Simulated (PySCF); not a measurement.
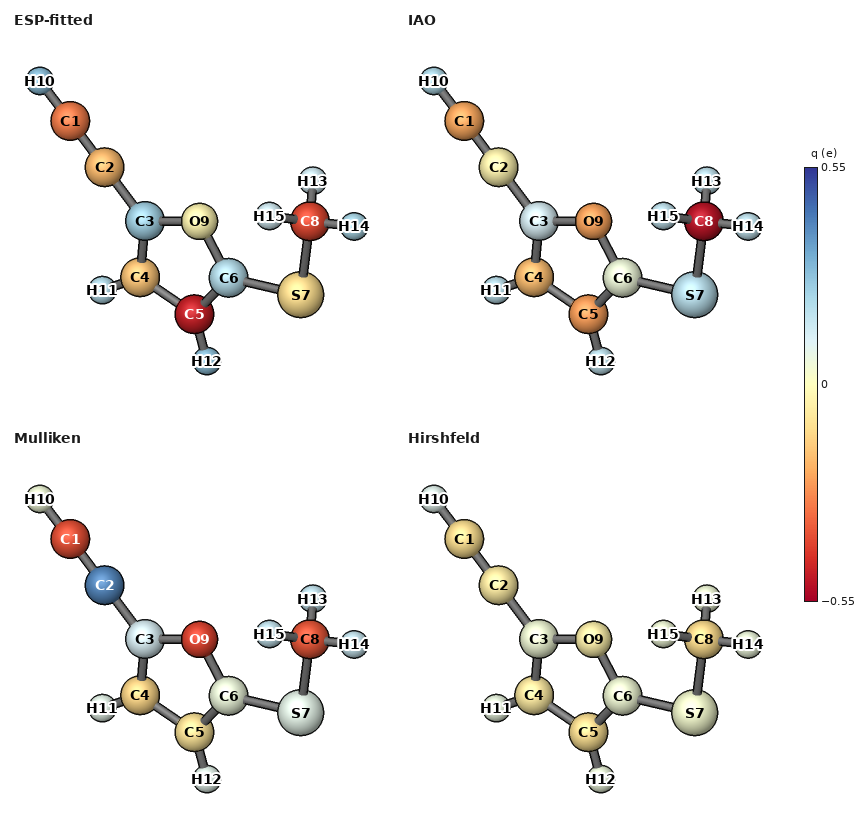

Atomic charges of one calculation by 4 schemes, on one colour scale. Computed geometry: GFN2-xTB optimisation. No frequency run is at hand to confirm it as a minimum. Computed with PBE0/pcSseg-1 (PySCF 2.14.0).

Question: Which scheme gives the most polar picture (largest mean size of the charges)?

Answer: The ESP-fitted charges are the largest in size here, and the Hirshfeld charges the smallest.

Question: On which atom do the schemes disagree most?

Answer: On C2 (from −0.19 to 0.40 e).

List the charges (e), one line for each set of equivalent atoms.

```tsv
atom	ESP-fitted	IAO	Mulliken	Hirshfeld
C1	−0.30	−0.22	−0.38	−0.10
C2	−0.19	−0.04	0.40	−0.06
C3	0.23	0.12	0.12	0.05
C4	−0.17	−0.18	−0.13	−0.07
C5	−0.48	−0.24	−0.09	−0.10
C6	0.20	0.05	0.06	0.04
S7	−0.11	0.18	0.08	0.03
C8	−0.39	−0.50	−0.37	−0.12
O9	−0.03	−0.24	−0.40	−0.05
H10	0.28	0.21	0.05	0.09
H11	0.20	0.18	0.08	0.07
H12	0.27	0.17	0.09	0.06
H13, H15	0.14	0.17	0.16	0.05
H14	0.22	0.17	0.16	0.06
```
